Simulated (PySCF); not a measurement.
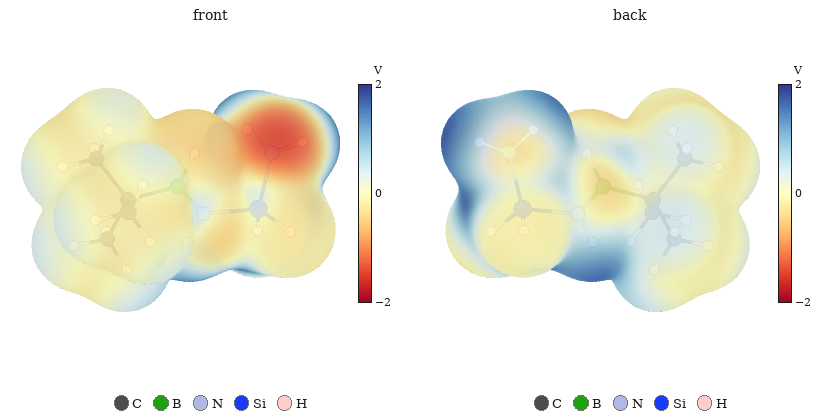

Figure 1: C₄H₁₅BN₂Si (SMILES CC(C)(C)BN[SiH2]N). The molecular electrostatic potential painted on the density surface at 0.002 e/bohr³, seen from the front and from behind; the colour scale runs from red (negative) to blue (positive).

Geometry: GFN2-xTB.

These are results of PBE0/pcSseg-1, SCF density, gas phase, non-relativistic in PySCF, not measurements.

Input file:

```
{"job": {"kind": "nmr", "xc": "PBE0", "basis": "pcSseg-1"}, "charge": 0, "multiplicity": 1}
C     -1.733255     0.476759    -1.275722
C     -1.208590     0.262613     0.149977
C     -1.488373     1.539451     0.956549
C     -2.002434    -0.890130     0.787127
B      0.355952    -0.102845     0.221965
N      1.091775    -0.437752    -0.909910
Si     2.751728    -0.941543    -1.100748
N      3.631592    -0.299340     0.223628
H     -1.186728     1.277968    -1.771147
H     -1.635725    -0.431100    -1.869631
H     -2.788682     0.748739    -1.257566
H     -1.169789     1.418031     1.989050
H     -0.949894     2.384596     0.532198
H     -2.552902     1.774263     0.950490
H     -1.675952    -1.057390     1.810869
H     -1.852736    -1.813001     0.229763
H     -3.068617    -0.662334     0.797136
H      0.904367    -0.100623     1.257820
H      0.581471    -0.440214    -1.781140
H      2.880222    -2.399672    -1.025105
H      3.127546    -0.445029    -2.437746
H      4.628174    -0.421628     0.279089
H      3.356099     0.587167     0.612251
```

Run with:

```sh
OMP_NUM_THREADS=1 python probes_run.py task.json out
```

### Describe the electrostatic potential map.

The most negative region (about −1.4 V) lies over N8, the most positive (about +1.7 V) over Si7, H19 and H22. N8 is the likeliest acceptor of a hydrogen bond.
